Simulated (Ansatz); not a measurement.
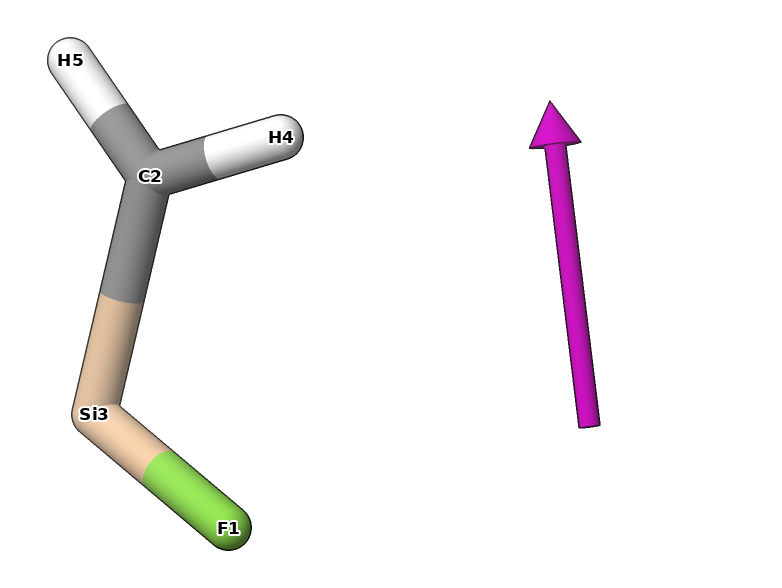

The arrow beside the molecule shows the direction of the dipole moment, from the negative to the positive end (its length means nothing). Charge 0, doublet. Computed geometry: PBE0-D4/def2-TZVP optimisation. No frequency run is at hand to confirm it as a minimum. Method: UKS PBE0-D4/def2-TZVP (Ansatz 0.2.0).

Q: Estimate the dipole moment.

A: 1.80 D; it points from the side of F1 to the side of H5 (the outermost atoms at the two ends).
